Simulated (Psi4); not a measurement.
# H3S+ (sulfonium) at LCCD/aug-cc-pVDZ

Aim: the energy difference between two shapes of H3S+ (sulfonium) at LCCD/aug-cc-pVDZ, from 2 runs. 

Program for the calculation: Psi4 1.11.

3 further runs of the same task are left out: 1 that didn't finish, 2 set aside as unsound or not needed.

### Step 1. The structure to begin with

The species is H3S+ (4 atoms), meant as a singlet with charge +1. As SMILES, `[SH3+]`. The coordinates come from a GFN2-xTB relaxation.

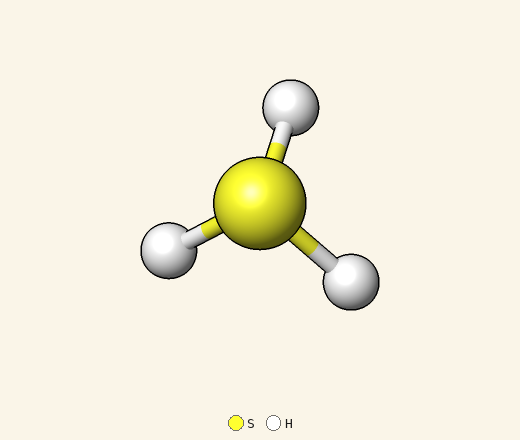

The structure, seen from a chosen angle (sulfur yellow, hydrogen white).

### Step 2. Energy and gradient at LCCD/aug-cc-pVDZ

The input, calc.py:

```python
import psi4

psi4.set_memory('1600 MB')
psi4.set_num_threads(1)
psi4.core.set_output_file('run.log', False)

geom = psi4.geometry("""
1 1
S      0.301620    -0.100910    -0.445950
H      0.848020     0.280920     0.734350
H     -0.494150    -1.037930     0.125030
H     -0.655500     0.857920    -0.413440
no_reorient
no_com
""")

options = {'reference': 'rhf', 'cc_type': 'conv', 'scf_type': 'pk'}
psi4.set_options(options)

E, wfn = psi4.gradient("lccd/aug-cc-pVDZ", molecule=geom, return_wfn=True)
print('gradient / Eh bohr^-1')
print(E.np.round(6))
print(f'energy = {wfn.energy():.10f} Eh')
```

Run with:

```
$ python calc.py
```

run.log:

```text
[...]
  Running in c1 symmetry.
[...]
  Nuclear repulsion =   19.543150805021565
[...]
  Multiplicity = 1
[...]
  Nalpha       = 9
  Nbeta        = 9
[...]
    Number of basis functions: 54
[...]
   @RHF iter   1:  -398.93081662946889    2.50875e-01   3.65840e-03 DIIS/ADIIS
[...]
   @RHF iter  11:  -398.97494779129158    4.54747e-13   8.54288e-11 DIIS
[...]
    Orbital Energies [Eh]
    ---------------------
    Doubly Occupied:
       1A    -92.331594     2A     -9.330815     3A     -7.011737
       4A     -7.011735     5A     -7.010284     6A     -1.338890
       7A     -0.897486     8A     -0.897443     9A     -0.788777
[...]
  @RHF Final Energy:  -398.97494779129158
   => Energetics <=
    Nuclear Repulsion Energy =             19.5431508050215648
    One-Electron Energy =                -583.7986742324470697
    Two-Electron Energy =                 165.2805756361339036
    Total Energy =                       -398.9749477912915836
[...]
 Multipole Moments:
 ------------------------------------------------------------------------------------
     Multipole            Electronic (a.u.)      Nuclear  (a.u.)        Total (a.u.)
 ------------------------------------------------------------------------------------
 L = 1.  Multiply by 2.5417464519 to convert [e a0] to [Debye]
 Dipole X            :         -8.4486775            8.5496690            0.1009915
 Dipole Y            :          2.8265785           -2.8603839           -0.0338054
 Dipole Z            :         12.4916786          -12.6408694           -0.1491908
 Magnitude           :                                                    0.1833030
[...]
	SCS-MP2 Total Energy (a.u.)        :  -399.14124324305345
	SOS-MP2 Total Energy (a.u.)        :  -399.14332957195472
	SCSN-MP2 Total Energy (a.u.)       :  -399.03232088253139
[...]
	SOS-PI-MP2 Total Energy (a.u.)     :  -399.15628201662111
[...]
	MP2 Total Energy (a.u.)            :  -399.13707058525091
[...]
```

On the terminal:

```text
gradient / Eh bohr^-1
[[-0.004379  0.001522  0.006292]
 [-0.003521 -0.001755 -0.005141]
 [ 0.003473  0.005135 -0.001987]
 [ 0.004427 -0.004901  0.000836]]
energy = -399.1680258545 Eh
```

Run time: 6.3 s. Hardware: 1 thread of AMD EPYC 7B13 (Zen 3), shared host; peak memory 0.36 GiB.

### Step 3. The distorted shape

The input, job.in:

```
memory 1600 mb

molecule geom {
  1 1
  S      0.294089    -0.073345    -0.432665
  H      0.863743     0.266095     0.742371
  H     -0.479157    -1.039741     0.129804
  H     -0.672236     0.872775    -0.402535
  units angstrom
  no_reorient
  no_com
}

set globals {
  reference rhf
  cc_type   conv
  scf_type  pk
}

gradient("lccd/aug-cc-pVDZ")
```

Run with:

```
$ psi4 -i job.in -o job.out -n 1
```

job.out:

```text
[...]
  Running in c1 symmetry.
[...]
  Nuclear repulsion =   19.559562522659537
[...]
  Multiplicity = 1
[...]
  Nalpha       = 9
  Nbeta        = 9
[...]
    Number of basis functions: 54
[...]
   @RHF iter   1:  -398.93084075638660    2.51287e-01   3.66364e-03 DIIS/ADIIS
[...]
   @RHF iter  12:  -398.97514048837729    5.68434e-14   7.64589e-11 DIIS
[...]
    Orbital Energies [Eh]
    ---------------------
    Doubly Occupied:
       1A    -92.331112     2A     -9.330482     3A     -7.011505
       4A     -7.011431     5A     -7.009950     6A     -1.338865
       7A     -0.903759     8A     -0.896088     9A     -0.785765
[...]
  @RHF Final Energy:  -398.97514048837729
   => Energetics <=
    Nuclear Repulsion Energy =             19.5595625226595367
    One-Electron Energy =                -583.8314917234415589
    Two-Electron Energy =                 165.2967887124046911
    Total Energy =                       -398.9751404883772921
[...]
 Multipole Moments:
 ------------------------------------------------------------------------------------
     Multipole            Electronic (a.u.)      Nuclear  (a.u.)        Total (a.u.)
 ------------------------------------------------------------------------------------
 L = 1.  Multiply by 2.5417464519 to convert [e a0] to [Debye]
 Dipole X            :         -8.2537513            8.3483829            0.0946316
 Dipole Y            :          2.0237180           -2.0303047           -0.0065867
 Dipole Z            :         12.0692434          -12.1944027           -0.1251593
 Magnitude           :                                                    0.1570458
[...]
	SCS-MP2 Total Energy (a.u.)        :  -399.14115104151097
	SOS-MP2 Total Energy (a.u.)        :  -399.14324953343396
	SCSN-MP2 Total Energy (a.u.)       :  -399.03233858624674
[...]
	SOS-PI-MP2 Total Energy (a.u.)     :  -399.15618099843829
[...]
	MP2 Total Energy (a.u.)            :  -399.13695405766492
[...]
```

Wall time 6.3 s (1 thread of AMD EPYC 7B13 (Zen 3), shared host); peak memory 0.37 GiB.

### Step 4. What came out

At LCCD/aug-cc-pVDZ:

| quantity | value |
| --- | --- |
| first shape: total energy | -399.16803 Eh |
| first shape: HOMO energy (Hartree–Fock orbitals) | -21.46 eV |
| first shape: LUMO energy (Hartree–Fock orbitals) | -3.81 eV |
| first shape: HOMO–LUMO gap (Hartree–Fock orbitals) | 17.65 eV |
| first shape: correlation energy | -193.1 mEh |
| first shape: largest force on an atom | 0.402 eV/Å |
| distorted shape: total energy | -399.16788 Eh |
| distorted shape: HOMO energy (Hartree–Fock orbitals) | -21.38 eV |
| distorted shape: LUMO energy (Hartree–Fock orbitals) | -3.81 eV |
| distorted shape: HOMO–LUMO gap (Hartree–Fock orbitals) | 17.57 eV |
| distorted shape: correlation energy | -192.7 mEh |
| distorted shape: largest force on an atom | 0.679 eV/Å |
| energy change with the atoms displaced | 0.004 eV |

In words: With the atoms displaced the energy rises by 0.00 eV (0.1 kcal/mol). The first shape isn't relaxed at this level, so the change isn't measured from a minimum. The largest force (first shape) is 0.40 eV/Å: the shape isn't a stationary point for this species at this level.
